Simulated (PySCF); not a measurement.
C₇H₁₀N₂, SMILES C#CCN1C[C@H](C)C=N1, geometry in Å:

```xyz
19

C      3.8865    -0.2721     0.0984
C      2.8159    -0.8276    -0.0003
C      1.5265    -1.5070    -0.0889
N      0.4662    -0.6192    -0.4951
C      0.0889     0.4688     0.3995
C     -1.3243     0.8108    -0.0832
C     -2.2781     1.3055     0.9902
C     -1.6739    -0.5089    -0.7270
N     -0.6575    -1.2583    -0.9329
H      4.8376     0.2212     0.1761
H      1.5765    -2.3149    -0.8350
H      1.3082    -1.9882     0.8910
H      0.8031     1.3014     0.3438
H      0.0560     0.1072     1.4520
H     -1.2630     1.5714    -0.8874
H     -3.2839     1.4791     0.5780
H     -1.9300     2.2548     1.4252
H     -2.3688     0.5706     1.8054
H     -2.6652    -0.8101    -1.0744
```

Simulated rotational absorption lines between 2 and 20 GHz at 10 K: rigid rotor with the equilibrium constants and dipole of one optimised conformer (PBE0-D3(BJ)/def2-SVP, PySCF 2.14.0), commonest isotopes; no centrifugal distortion, hyperfine structure, internal rotation or nuclear-spin weights; lines within 1 MHz of each other are summed.

### What are the rotational constants, and what kind of rotor is it?

Rotational constants A, B, C = 3.875, 0.9604, 0.8124 GHz; Ray's κ = −0.90, a near-prolate asymmetric top.

### Assign the strongest lines, as J(Ka,Kc).

```
  GHz     upper     lower  type  relative intensity
19.72  12(0,12)  11(1,11)     b                1.00
19.16  11(1,11)  10(0,10)     b                0.93
17.94  11(0,11)  10(1,10)     b                0.81
17.72  10(1,10)    9(0,9)     b                0.77
16.11  10(0,10)    9(1,9)     b                0.62
16.32    9(1,9)    8(0,8)     b                0.61
```

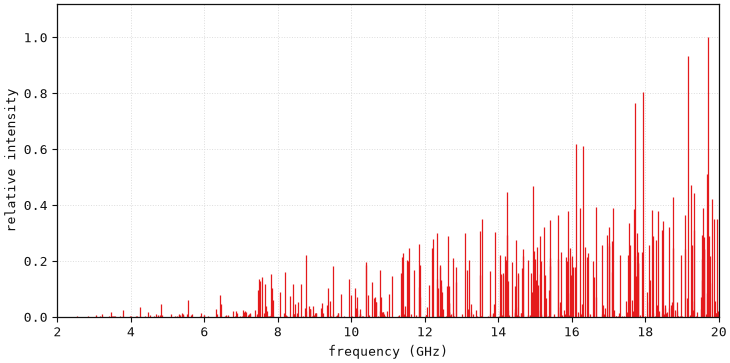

Caveats: coarse grid, loose stop and no frequency check, small forces are noise and the end may be a saddle.
